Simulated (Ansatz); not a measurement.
# Geometry relaxation, with input and output: Si2NH4BrCl2 (part 2 of 2)

Si2NH4BrCl2; RKS PBE0-D4/def2-SVP (Ansatz 0.2.0). It belongs to a series of runs on one base structure; here: end point B relaxed.

Geometry of the input (Å):
```
N  0.8484  -1.7584  -0.2112
Si -0.2319  -0.3818  -0.5266
Cl 0.1554  0.9784  0.9646
Br 0.4704  0.4620  -2.3586
Si -2.4802  -0.8877  -0.6190
Cl -3.6538  0.7876  -0.9136
H  0.4961  -2.4911  -0.7858
H  1.7653  -1.4797  -0.5923
H  -2.8426  -1.8559  -1.7556
H  -2.9765  -1.5326  0.6384
```

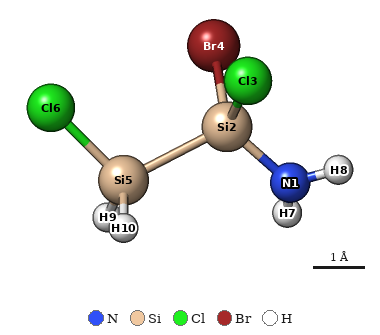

Fig. 1: The geometry at step 6 of the log (ball-and-stick view, seen at a tilt; atoms are numbered from 1 in the order of the input).

Log, continued
```
relax step  11: F+E_penalty+E_count = -112360.24263284 eV  Δ(F+E_penalty+E_count) = -9.749e-5 eV  max|allowed force component| = 3.956e-3 eV/Å  Δτ_max = 0.0074 Å  (23 SCF iters, accepted)
1399 factors; integrals over basis functions are off by at most 3.8e-4 eV
mean field -112359.88841466 eV, -4129.1497389711 hartree, gradient 2.5e-5 eV, S^2 0.000000; 1 other end points of the search recorded, 0 dependent functions left out
the calculation of the forces begins
reference -112359.88844304 eV, -4129.1497400140 hartree; 54, 54 occupied and 84, 84 virtual orbitals, 1399 factors
Total energy: -112360.24266122 eV, -4129.1627572921 hartree
Atom 0 at     0.743216    -1.771440    -0.390362 Å, force    -0.003312    -0.002335    -0.000182 eV/Å
Atom 1 at    -0.220256    -0.372608    -0.607521 Å, force     0.000942     0.002536    -0.001405 eV/Å
Atom 2 at     0.222565     0.879548     0.972228 Å, force    -0.000590    -0.001210    -0.001355 eV/Å
Atom 3 at     0.177781     0.751574    -2.503893 Å, force    -0.001056     0.000222     0.001878 eV/Å
Atom 4 at    -2.493807    -0.907769    -0.601963 Å, force     0.003956     0.003456    -0.000640 eV/Å
Atom 5 at    -3.557394     0.806095    -1.065121 Å, force     0.001065    -0.001645    -0.000216 eV/Å
Atom 6 at     0.699993    -2.522569    -1.071756 Å, force     0.000196     0.002193     0.002012 eV/Å
Atom 7 at     1.678641    -1.673517    -0.007210 Å, force    -0.000161    -0.000493    -0.000881 eV/Å
Atom 8 at    -2.784041    -1.954101    -1.626146 Å, force    -0.000769    -0.001763    -0.000618 eV/Å
Atom 9 at    -2.916208    -1.394313     0.742014 Å, force    -0.000270    -0.000961     0.001407 eV/Å
Dipole moment:     0.295828    -0.665447     0.025055 e Å
```

Trajectory as extended XYZ (Å, eV, eV/Å), 11 frames, from step=1 to step=11
```
10
Properties=species:S:1:pos:R:3:forces:R:3 step=1 energy=-112359.80962
N     0.8484   -1.7584   -0.2112   -0.4763   1.7065   0.1932
Si   -0.2319   -0.3818   -0.5266    1.0561  -1.0592   1.6047
Cl    0.1554    0.9784    0.9646   -0.2063   0.1808   0.1620
Br    0.4704    0.4620   -2.3586    0.2574   0.9802  -1.7410
Si   -2.4802   -0.8877   -0.6190   -1.1448  -0.8687  -0.3414
Cl   -3.6538    0.7876   -0.9136    0.2005   0.1913  -0.0188
H     0.4961   -2.4911   -0.7858   -0.0787  -1.2676  -0.6002
H     1.7653   -1.4797   -0.5923   -0.2664  -0.3568   0.2968
H    -2.8426   -1.8559   -1.7556    0.4294   0.4282   0.4464
H    -2.9765   -1.5326    0.6384    0.2290   0.0654  -0.0016
10
Properties=species:S:1:pos:R:3:forces:R:3 step=2 energy=-112360.09386
N     0.7739   -1.7869   -0.2074    0.0255   1.2797  -0.5643
Si   -0.1975   -0.3524   -0.5553    0.0318  -0.6920   0.4929
Cl    0.0914    1.0079    0.9744    0.0443  -0.0382  -0.1621
Br    0.4049    0.5858   -2.4871   -0.0489   0.0987  -0.0151
Si   -2.4854   -0.9156   -0.6084    0.0466  -0.0829  -0.1856
Cl   -3.5839    0.8161   -0.9030    0.0703  -0.0464   0.0064
H     0.4677   -2.5421   -0.8149    0.0608  -0.2948  -0.0428
H     1.7439   -1.5568   -0.4818   -0.3132  -0.4092   0.3435
H    -2.7504   -1.8615   -1.7494    0.0356   0.1363   0.1745
H    -2.9139   -1.5537    0.6730    0.0472   0.0488  -0.0475
10
Properties=species:S:1:pos:R:3:forces:R:3 step=3 energy=-112360.13546
N     0.7552   -1.7965   -0.2224    0.1905   0.9408  -0.6260
Si   -0.2088   -0.3635   -0.5590    0.0827  -0.5479   0.2216
Cl    0.0990    1.0107    0.9509    0.0567  -0.0646  -0.0835
Br    0.3657    0.6046   -2.4983   -0.0685   0.0082   0.0767
Si   -2.4928   -0.9175   -0.6097    0.1298   0.0144  -0.0569
Cl   -3.5708    0.8259   -0.9018    0.0408  -0.0490  -0.0004
H     0.5091   -2.5486   -0.8720    0.1053   0.0050   0.1639
H     1.7535   -1.5697   -0.3849   -0.5071  -0.3690   0.2827
H    -2.7537   -1.8592   -1.7420   -0.0268   0.0351   0.0559
H    -2.9058   -1.5452    0.6795   -0.0036   0.0270  -0.0340
10
Properties=species:S:1:pos:R:3:forces:R:3 step=4 energy=-112360.16920
N     0.7231   -1.7945   -0.2491    1.0848   0.2442  -0.6661
Si   -0.2235   -0.3766   -0.5808    0.1016  -0.1809  -0.0040
Cl    0.1377    0.9921    0.9157    0.0356  -0.0213   0.0303
Br    0.2921    0.6330   -2.5234   -0.0577  -0.0624   0.0940
Si   -2.4934   -0.9215   -0.6142    0.0697   0.0603   0.0690
Cl   -3.5468    0.8346   -0.8963   -0.0240   0.0133  -0.0228
H     0.5789   -2.5411   -0.9508    0.1266   0.3887   0.5000
H     1.7552   -1.5908   -0.2089   -1.2591  -0.3756   0.0665
H    -2.7738   -1.8591   -1.7333   -0.0554  -0.0638  -0.0648
H    -2.8990   -1.5351    0.6815   -0.0220  -0.0023  -0.0021
10
Properties=species:S:1:pos:R:3:forces:R:3 step=5 energy=-112360.23262
N     0.7528   -1.7476   -0.3635    0.1643  -0.2179   0.0402
Si   -0.2247   -0.3622   -0.6055    0.1223  -0.1619  -0.0457
Cl    0.1711    0.9584    0.9267    0.0248  -0.0223   0.0214
Br    0.1968    0.6915   -2.5308   -0.0194   0.0902  -0.0766
Si   -2.4884   -0.9216   -0.6142   -0.0081   0.0148   0.0150
Cl   -3.5296    0.8352   -0.9388   -0.0470   0.0316  -0.0220
H     0.6537   -2.5594   -0.9694   -0.1060   0.1459   0.0311
H     1.7192   -1.6720   -0.0526   -0.1319   0.1407   0.0217
H    -2.7971   -1.8877   -1.7093    0.0052  -0.0052   0.0127
H    -2.9031   -1.4936    0.6977   -0.0042  -0.0158   0.0022
10
Properties=species:S:1:pos:R:3:forces:R:3 step=6 energy=-112360.23556
N     0.7614   -1.7705   -0.3654   -0.0453   0.0666  -0.0196
Si   -0.2070   -0.3848   -0.6283   -0.1480   0.0791   0.0617
Cl    0.1561    0.9135    0.9318    0.0960   0.0253   0.0438
Br    0.1778    0.7310   -2.5316    0.0402  -0.0318  -0.0057
Si   -2.4823   -0.9048   -0.6088   -0.0498  -0.0222  -0.0592
Cl   -3.5487    0.8350   -0.9743    0.0629  -0.0547   0.0058
H     0.6707   -2.5603   -0.9956    0.0578  -0.0315  -0.0073
H     1.7116   -1.6639   -0.0236    0.0047  -0.0240  -0.0166
H    -2.7915   -1.8994   -1.6764   -0.0345  -0.0168  -0.0182
H    -2.8977   -1.4549    0.7125    0.0161   0.0098   0.0152
10
Properties=species:S:1:pos:R:3:forces:R:3 step=7 energy=-112360.24121
N     0.7507   -1.7694   -0.3763   -0.0065   0.0159   0.0031
Si   -0.2223   -0.3817   -0.6186    0.0152   0.0293  -0.0047
Cl    0.1828    0.8991    0.9489    0.0109  -0.0207   0.0067
Br    0.1915    0.7403   -2.5144   -0.0130  -0.0254   0.0068
Si   -2.4938   -0.9182   -0.6091   -0.0047   0.0211  -0.0231
Cl   -3.5278    0.8283   -1.0148   -0.0204  -0.0049  -0.0019
H     0.6977   -2.5390   -1.0359    0.0079  -0.0043  -0.0036
H     1.6934   -1.6551   -0.0164    0.0084  -0.0087   0.0011
H    -2.8205   -1.9342   -1.6527    0.0121   0.0019   0.0022
H    -2.9014   -1.4292    0.7295   -0.0098  -0.0041   0.0135
10
Properties=species:S:1:pos:R:3:forces:R:3 step=8 energy=-112360.24198
N     0.7531   -1.7684   -0.3795   -0.0130  -0.0145  -0.0198
Si   -0.2217   -0.3806   -0.6153    0.0119  -0.0104   0.0123
Cl    0.1954    0.8850    0.9591    0.0104   0.0228   0.0207
Br    0.1802    0.7402   -2.5116    0.0029   0.0026  -0.0156
Si   -2.4950   -0.9125   -0.6087   -0.0084  -0.0034   0.0071
Cl   -3.5393    0.8237   -1.0317   -0.0046  -0.0044  -0.0034
H     0.7025   -2.5350   -1.0429    0.0025  -0.0005  -0.0022
H     1.6950   -1.6582   -0.0158   -0.0054   0.0065   0.0045
H    -2.8109   -1.9384   -1.6459    0.0068   0.0018   0.0002
H    -2.9088   -1.4149    0.7325   -0.0030  -0.0005  -0.0037
10
Properties=species:S:1:pos:R:3:forces:R:3 step=9 energy=-112360.24243
N     0.7474   -1.7700   -0.3875    0.0286  -0.0209   0.0045
Si   -0.2209   -0.3756   -0.6096   -0.0140  -0.0160   0.0072
Cl    0.2110    0.8834    0.9669    0.0098   0.0057   0.0072
Br    0.1751    0.7433   -2.5079    0.0046   0.0123  -0.0155
Si   -2.4951   -0.9091   -0.6039    0.0114  -0.0066   0.0147
Cl   -3.5480    0.8161   -1.0494   -0.0046  -0.0080  -0.0068
H     0.7044   -2.5270   -1.0628   -0.0095   0.0143   0.0042
H     1.6849   -1.6688   -0.0090   -0.0240   0.0070  -0.0036
H    -2.7900   -1.9483   -1.6346   -0.0074   0.0094   0.0012
H    -2.9185   -1.4031    0.7380    0.0051   0.0028  -0.0130
10
Properties=species:S:1:pos:R:3:forces:R:3 step=10 energy=-112360.24253
N     0.7447   -1.7721   -0.3886   -0.0032  -0.0094  -0.0084
Si   -0.2193   -0.3736   -0.6062   -0.0091  -0.0011  -0.0013
Cl    0.2249    0.8815    0.9707   -0.0015  -0.0050  -0.0013
Br    0.1752    0.7468   -2.5049    0.0023   0.0048  -0.0049
Si   -2.4937   -0.9074   -0.6013   -0.0179  -0.0046  -0.0014
Cl   -3.5579    0.8069   -1.0630    0.0078   0.0014   0.0057
H     0.7051   -2.5217   -1.0723   -0.0045   0.0101   0.0085
H     1.6798   -1.6722   -0.0054    0.0055   0.0008   0.0041
H    -2.7883   -1.9491   -1.6295    0.0121  -0.0025   0.0066
H    -2.9199   -1.3981    0.7408    0.0083   0.0054  -0.0076
10
Properties=species:S:1:pos:R:3:forces:R:3 step=11 energy=-112360.24263
N     0.7432   -1.7714   -0.3904   -0.0033  -0.0023  -0.0002
Si   -0.2203   -0.3726   -0.6075    0.0009   0.0025  -0.0014
Cl    0.2226    0.8795    0.9722   -0.0006  -0.0012  -0.0014
Br    0.1778    0.7516   -2.5039   -0.0011   0.0002   0.0019
Si   -2.4938   -0.9078   -0.6020    0.0040   0.0035  -0.0006
Cl   -3.5574    0.8061   -1.0651    0.0011  -0.0016  -0.0002
H     0.7000   -2.5226   -1.0718    0.0002   0.0022   0.0020
H     1.6786   -1.6735   -0.0072   -0.0002  -0.0005  -0.0009
H    -2.7840   -1.9541   -1.6261   -0.0008  -0.0018  -0.0006
H    -2.9162   -1.3943    0.7420   -0.0003  -0.0010   0.0014
```

Key numbers

```tsv
quantity	value
outcome	converged
total energy	−112360.2427 eV
mean-field energy	−112359.8884 eV
largest force (length of the vector) at the end	0.005 eV/Å
hardware	2 threads of Arm Neoverse V2, 24 GiB of memory available, shared host
wall time	63 s (CPU time 2.1 min)
peak memory	0.41 GiB
```
